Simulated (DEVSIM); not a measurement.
Device: illuminated Si n-on-p cell, one wavelength, at 300 K.

| layer (left to right) | material | thickness (μm) | Nd (cm⁻³) | Na (cm⁻³) | τn (s) | τp (s) | absorption coefficient (cm⁻¹) |
|---|---|---|---|---|---|---|---|
| 1 | Si | 0.230 | 6.6e18 | - | 3.6e-7 | 1.6e-7 | 4400 |
| 2 | Si | 200 | - | 2.8e15 | 1e-6 | 1e-6 | 4400 |

Left contact: ohmic, minority hole recombination velocity 600 cm/s. Right contact: ohmic, minority electron recombination velocity 4e5 cm/s. Voltage is applied to the left contact. Recombination: SRH at mid-gap, radiative, Auger. Light enters at the left, 8.9e18 photons cm⁻² s⁻¹, one pass, no reflection. Mobility is μmin + (μ − μmin)/(1 + (N/Nref)^α).

The device is made up for the run: typed textbook-type constants, with dimensions and the other settings drawn at random. Values at 300 K.

```csv
parameter,Si
gap (eV),1.124
affinity (eV),4.05
permittivity,11.7
Nc (cm⁻³),2.86e19
Nv (cm⁻³),3.1e19
μn (cm²/Vs),1417
μp (cm²/Vs),470
"μn,min",52
"μp,min",45
"Nref,n",9.7e16
"Nref,p",2.2e17
αn,0.68
αp,0.72
B (cm³/s),4.7e-15
Cn (cm⁶/s),2.8e-31
Cp (cm⁶/s),9.9e-32
```

Model (solved in DEVSIM): 1D drift-diffusion, Boltzmann statistics, complete ionisation; no tunnelling, impact ionisation, image-force lowering or self-heating.

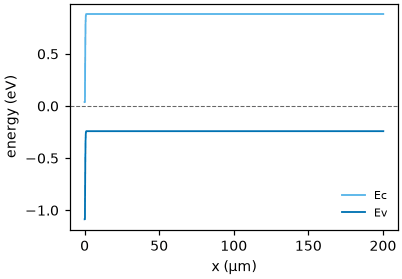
Fig. 1. Band edges at zero bias, in the dark

Energies count from the Fermi level of the right contact; mesh points crowd at the junctions.

```json
[
 {"x (μm)": "0.000", "Ec (eV)": "0.038", "Ev (eV)": "-1.086", "n (cm⁻³)": "6.6e18", "p (cm⁻³)": "< 1e2", "field (V/cm)": "≈ 0"},
 {"x (μm)": "0.03146", "Ec (eV)": "0.038", "Ev (eV)": "-1.086", "n (cm⁻³)": "6.6e18", "p (cm⁻³)": "< 1e2", "field (V/cm)": "≈ 0"},
 {"x (μm)": "0.09518", "Ec (eV)": "0.038", "Ev (eV)": "-1.086", "n (cm⁻³)": "6.6e18", "p (cm⁻³)": "< 1e2", "field (V/cm)": "≈ 0"},
 {"x (μm)": "0.1762", "Ec (eV)": "0.038", "Ev (eV)": "-1.086", "n (cm⁻³)": "6.6e18", "p (cm⁻³)": "< 1e2", "field (V/cm)": "≈ 0"},
 {"x (μm)": "0.2284", "Ec (eV)": "0.050", "Ev (eV)": "-1.074", "n (cm⁻³)": "4.1e18", "p (cm⁻³)": "< 1e2", "field (V/cm)": "75000"},
 {"x (μm)": "0.2603", "Ec (eV)": "0.200", "Ev (eV)": "-0.924", "n (cm⁻³)": "1.3e16", "p (cm⁻³)": "9200", "field (V/cm)": "26000"},
 {"x (μm)": "0.3393", "Ec (eV)": "0.377", "Ev (eV)": "-0.747", "n (cm⁻³)": "1.3e13", "p (cm⁻³)": "8600000", "field (V/cm)": "20000"},
 {"x (μm)": "0.6413", "Ec (eV)": "0.796", "Ev (eV)": "-0.328", "n (cm⁻³)": "1200000", "p (cm⁻³)": "9.4e13", "field (V/cm)": "7400"},
 {"x (μm)": "1.274", "Ec (eV)": "0.883", "Ev (eV)": "-0.241", "n (cm⁻³)": "42000", "p (cm⁻³)": "2.8e15", "field (V/cm)": "≈ 0"},
 {"x (μm)": "2.937", "Ec (eV)": "0.883", "Ev (eV)": "-0.241", "n (cm⁻³)": "42000", "p (cm⁻³)": "2.8e15", "field (V/cm)": "≈ 0"},
 {"x (μm)": "6.909", "Ec (eV)": "0.883", "Ev (eV)": "-0.241", "n (cm⁻³)": "42000", "p (cm⁻³)": "2.8e15", "field (V/cm)": "≈ 0"},
 {"x (μm)": "22.10", "Ec (eV)": "0.883", "Ev (eV)": "-0.241", "n (cm⁻³)": "42000", "p (cm⁻³)": "2.8e15", "field (V/cm)": "≈ 0"},
 {"x (μm)": "53.94", "Ec (eV)": "0.883", "Ev (eV)": "-0.241", "n (cm⁻³)": "42000", "p (cm⁻³)": "2.8e15", "field (V/cm)": "≈ 0"},
 {"x (μm)": "122.0", "Ec (eV)": "0.883", "Ev (eV)": "-0.241", "n (cm⁻³)": "42000", "p (cm⁻³)": "2.8e15", "field (V/cm)": "≈ 0"},
 {"x (μm)": "177.2", "Ec (eV)": "0.883", "Ev (eV)": "-0.241", "n (cm⁻³)": "42000", "p (cm⁻³)": "2.8e15", "field (V/cm)": "≈ 0"},
 {"x (μm)": "190.9", "Ec (eV)": "0.883", "Ev (eV)": "-0.241", "n (cm⁻³)": "42000", "p (cm⁻³)": "2.8e15", "field (V/cm)": "≈ 0"},
 {"x (μm)": "196.4", "Ec (eV)": "0.883", "Ev (eV)": "-0.241", "n (cm⁻³)": "42000", "p (cm⁻³)": "2.8e15", "field (V/cm)": "≈ 0"},
 {"x (μm)": "198.7", "Ec (eV)": "0.883", "Ev (eV)": "-0.241", "n (cm⁻³)": "42000", "p (cm⁻³)": "2.8e15", "field (V/cm)": "≈ 0"},
 {"x (μm)": "199.8", "Ec (eV)": "0.883", "Ev (eV)": "-0.241", "n (cm⁻³)": "42000", "p (cm⁻³)": "2.8e15", "field (V/cm)": "≈ 0"},
 {"x (μm)": "200.1", "Ec (eV)": "0.883", "Ev (eV)": "-0.241", "n (cm⁻³)": "42000", "p (cm⁻³)": "2.8e15", "field (V/cm)": "≈ 0"},
 {"x (μm)": "200.2", "Ec (eV)": "0.883", "Ev (eV)": "-0.241", "n (cm⁻³)": "42000", "p (cm⁻³)": "2.8e15", "field (V/cm)": "≈ 0"},
 {"x (μm)": "200.2", "Ec (eV)": "0.883", "Ev (eV)": "-0.241", "n (cm⁻³)": "42000", "p (cm⁻³)": "2.8e15", "field (V/cm)": "≈ 0"}
]
```
